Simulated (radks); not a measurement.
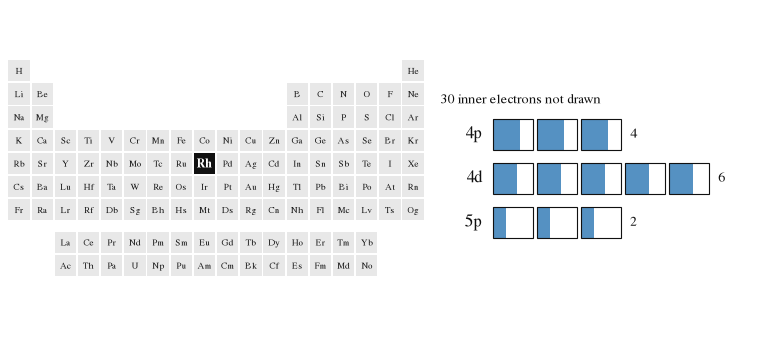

Fig. 1: Left, the place of rhodium in the periodic table; right, the outer shells as the input fills them: a box for each of the 2l + 1 orbitals, shaded by the share of the shell that is filled, with the electron count at the right.

Atomic calculation for Rh³⁺

- system: the Rh³⁺ ion in the configuration [Ar] 3d10 4s2 4p4 4d6 5p2 (4p1/2: 2, 4p3/2: 2, 4d3/2: 4, 4d5/2: 2, 5p1/2: 2).
- method: Dirac Kohn-Sham, PBEsol, spin-unpolarised, spherical densities, finite nucleus (the in-house radial solver radks)

## The input
```
Z 45
configuration [Ar] 3d10 4s2 4p4 4d6 5p2
relativity Dirac
functional pbe_sol,pbe_sol
spin unpolarised
j_filling energy
nucleus finite rms 4.4945 fm
c 137.035999084
```

Energies in input and log are in hartree, lengths in bohr (the nuclear radius in fm).

## Output
```
1s1/2   1   2.0000        -847.80637198
2s1/2   1   2.0000        -124.66286031
2p1/2   1   2.0000        -115.60528510
2p3/2   1   4.0000        -110.29382120
3s1/2   1   2.0000         -23.94329112
3p1/2   1   2.0000         -20.39624098
3p3/2   1   4.0000         -19.48102007
3d3/2   1   4.0000         -13.19352737
3d5/2   1   6.0000         -13.01277540
4s1/2   1   2.0000          -4.90426123
4p1/2   1   2.0000          -3.79124135
4p3/2   1   2.0000          -3.63341052
4d3/2   1   4.0000          -1.90202045
4d5/2   1   2.0000          -1.88039542
5p1/2   1   2.0000          -1.01095166
5p3/2   1   0.0000          -0.98587948
Etot -4775.503838147537
Ekin 4978.673403740676
Encl -11484.754578950262
Eh 1864.8342888979428
Exc -134.25695183589406
err 4.362425763096549e-09
it 14
```

## Orbitals

```tsv
orbital	occupation	energy (eV)	⟨r⟩ (bohr)	outer maximum (bohr)
1s	2	−23070.0	0.03264	0.0212
2s	2	−3392.2	0.1416	0.120
2p1/2	2	−3145.8	0.1203	0.0929
2p3/2	4	−3001.2	0.1252	0.0970
3s	2	−651.530	0.3905	0.352
3p1/2	2	−555.010	0.3829	0.338
3p3/2	4	−530.106	0.3937	0.348
3d3/2	4	−359.014	0.3679	0.289
3d5/2	6	−354.096	0.3713	0.292
4s	2	−133.452	0.9561	0.872
4p1/2	2	−103.165	1.018	0.913
4p3/2	2	−98.870	1.044	0.935
4d3/2	4	−51.757	1.259	1.06
4d5/2	2	−51.168	1.269	1.07
5p1/2	2	−27.509	2.586	2.36
5p3/2	0	−26.827	2.641	2.41
```

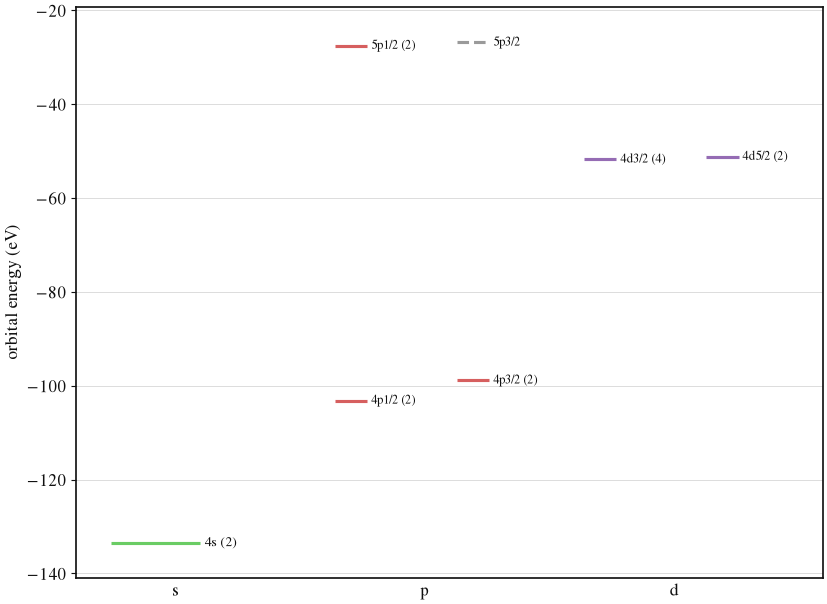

Fig. 2: The outer levels are drawn (occupations in brackets, the lower j at the left of each column, empty levels dashed). The highest occupied level is 5p1/2 at −27.5 eV. From the top down the occupied levels run 5p1/2 (−27.5 eV), 4d5/2 (−51.2 eV), 4d3/2 (−51.8 eV), 4p3/2 (−98.9 eV), 4p1/2 (−103.2 eV), 4s (−133.5 eV). The lowest empty level drawn is 5p3/2 at −26.8 eV. Spin-orbit splittings: 5p 0.682 eV, 4d 0.588 eV, 4p 4.29 eV.

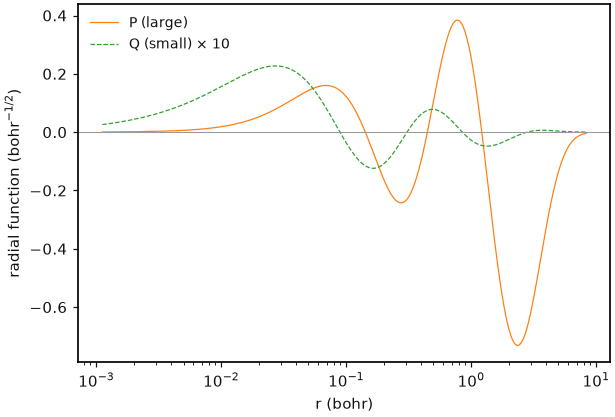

Fig. 3: The large and small radial components of the 5p1/2 spinor. The spinor has κ = 1: the large component has l = 1 and 3 radial nodes (r = 0.143, 0.447 and 1.22 bohr), the small one has l = 0. The small component carries 0.0072 % of the norm; ⟨r⟩ = 2.59 bohr and the eigenvalue is −27.5 eV.

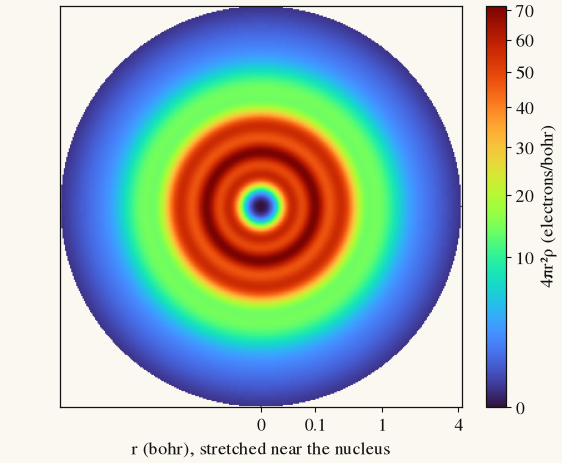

Fig. 4: The radial density 4πr²ρ as a disc about the nucleus, with the radius drawn as r to the power 0.35. There are 4 maxima, at r = 0.0230, 0.101, 0.307 and 0.876 bohr, parted by minima at 0.0458, 0.199 and 0.735 bohr, inside which lie 2.0, 11.1 and 29.3 electrons. The outermost maximum rises little above the minimum before it. The configuration has 5 principal shells, so not every shell has a maximum of its own.

## Summary

- outcome: converged
- total energy: −4775.5038 hartree
- kinetic energy: 4978.6734 hartree
- electron–nucleus energy: −11484.7546 hartree
- Hartree energy: 1864.8343 hartree
- exchange–correlation energy: −134.256952 hartree
- radius at density 0.001 e/bohr³: 4.03 bohr
- SCF iterations: 14
- hardware: 1 CPU thread, shared host
